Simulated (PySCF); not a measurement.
Run report: SiNH3, NMR shielding calculation

System: SiNH3 (silanimine).
Method: GIAO PBE0/pcSseg-1 NMR shielding, non-relativistic, gas phase (PySCF 2.14.0).

The geometry comes from this level: GFN2-xTB. Figures and captions count atoms from 1; the log counts them from 0 in places.

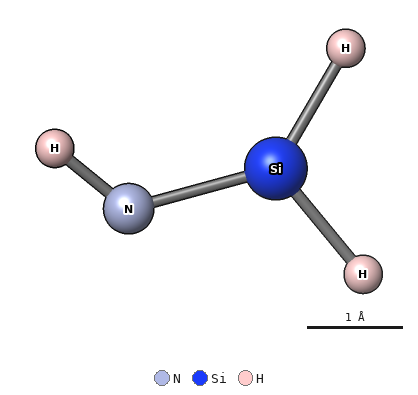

**Figure 1.** The structure (ball-and-stick view, seen on its broad side).

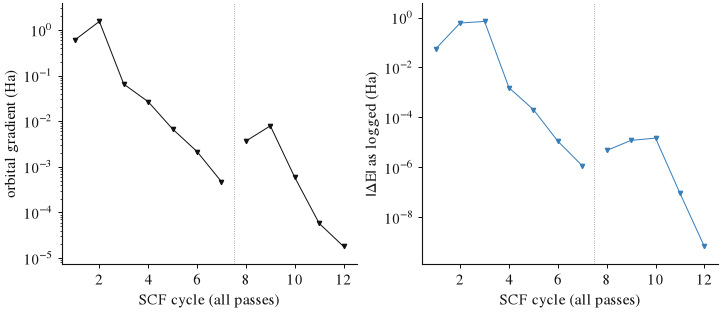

**Figure 2.** Convergence of the self-consistent field: orbital gradient and size of the energy change against the SCF cycle. The dotted line marks the change from a coarse to the final integration grid. The first 7 cycles use a coarse grid, the final grid takes over at cycle 8, and the field converges after 12 cycles in all.

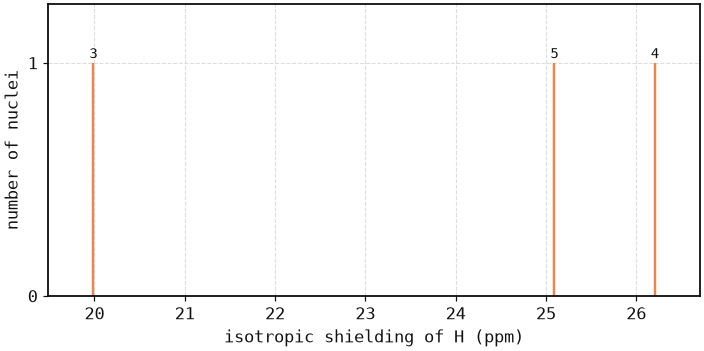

**Figure 3.** Isotropic shieldings of the hydrogen nuclei in this fixed geometry, labelled by atom number; shielding grows to the right, so chemical shift grows to the left. The least shielded is H3 (20.0 ppm), the most shielded H4 (26.2 ppm).

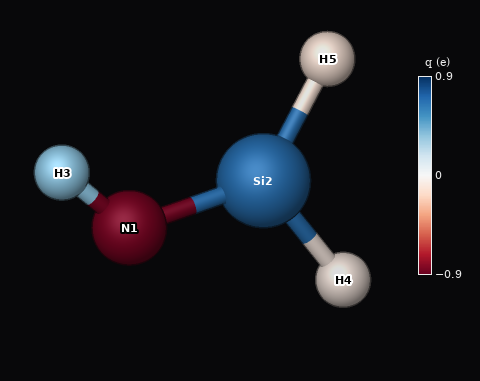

**Figure 4.** ESP-fitted charges, as the colour of each atom (ball-and-stick view, seen at a tilt; atoms are numbered from 1 in the order of the input). By element: N −0.86, Si +0.68 and H −0.11 to +0.38 e.

The input and output of the run follow.

### Input
```
{"job": {"kind": "nmr", "xc": "PBE0", "basis": "pcSseg-1"}, "charge": 0, "multiplicity": 1}
N      1.085534    -0.466493    -0.030270
Si    -0.441115     0.039154    -0.028831
H      1.894746     0.102720     0.167420
H     -1.416252    -0.988823    -0.346505
H     -1.114291     1.316295     0.221001
```

The first line tells a small driver script what to run in PySCF; the rest is the geometry in Å.

Launched with:
```bash
OMP_NUM_THREADS=1 python <driver script> task.json out
```

### Log
```
coarse grid: 4552 points
cycle   1  E = -345.6852429338  dE =  5.579e-02  |g| = 6.039e-01  |ddm| = 2.003e+00
cycle   2  E = -345.0832496534  dE =  6.020e-01  |g| = 1.534e+00  |ddm| = 2.400e+00
cycle   3  E = -345.7791927115  dE = -6.959e-01  |g| = 6.493e-02  |ddm| = 2.023e+00
cycle   4  E = -345.7807424530  dE = -1.550e-03  |g| = 2.663e-02  |ddm| = 1.109e-01
cycle   5  E = -345.7809494177  dE = -2.070e-04  |g| = 6.727e-03  |ddm| = 2.949e-02
cycle   6  E = -345.7809606787  dE = -1.126e-05  |g| = 2.155e-03  |ddm| = 7.270e-03
cycle   7  E = -345.7809618465  dE = -1.168e-06  |g| = 4.705e-04  |ddm| = 2.432e-03
final grid: 39040 points
cycle   8  E = -345.7898518459  dE = -4.781e-06  |g| = 3.658e-03  |ddm| = 6.946e-03
cycle   9  E = -345.7898397280  dE =  1.212e-05  |g| = 7.903e-03  |ddm| = 8.664e-03
cycle  10  E = -345.7898546447  dE = -1.492e-05  |g| = 5.883e-04  |ddm| = 6.699e-03
cycle  11  E = -345.7898547377  dE = -9.298e-08  |g| = 5.757e-05  |ddm| = 6.438e-04
cycle  12  E = -345.7898547384  dE = -6.864e-10  |g| = 1.792e-05  |ddm| = 7.267e-05
converged SCF energy = -345.7898547384

GIAO shielding tensors (ppm)
atom      isotropic    diamagn.    paramagn.     s11        s22        s33       span
  0 N      -37.466     319.616    -357.082   -406.430      3.259    290.773    697.203
  1 Si     277.590     881.206    -603.616     32.134    355.182    445.452    413.318
  2 H       19.987      30.741     -10.754      8.581     24.991     26.389     17.809
  3 H       26.205      29.541      -3.336     22.970     24.686     30.958      7.988
  4 H       25.093      29.165      -4.072     20.969     22.659     31.650     10.681
```

### Summary

| quantity | value |
| --- | --- |
| outcome | converged |
| total energy | −345.789855 hartree |
| HOMO | −7.55 eV |
| LUMO | −1.56 eV |
| dipole moment | 2.34 D |
| isotropic shielding, N | −37.5 ppm |
| isotropic shielding, Si | 277.6 ppm |
| isotropic shielding, H | 20.0 to 26.2 ppm |
| hardware | 1 CPU thread, shared host |
| wall time | 2.8 s |
| peak memory | 0.3 GiB |
